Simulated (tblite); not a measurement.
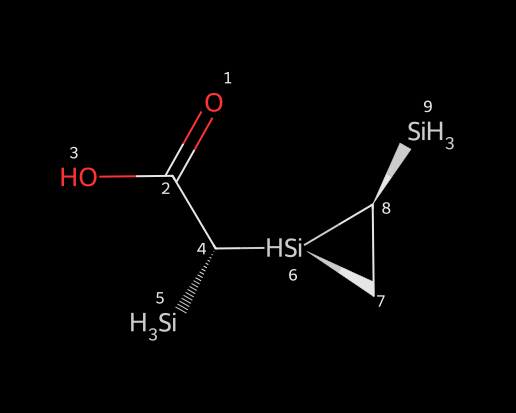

A structural formula, with wedges where it has stereocentres; small numbers name the atoms. The configuration is that of a computed structure (GFN2-xTB).

Give the R/S and E/Z labels.

Answer. C4: S; Si6: S; C8: R.

Write the isomeric SMILES.

Answer. O=C(O)[C@@H]([SiH3])[Si@@H]1C[C@@H]1[SiH3]
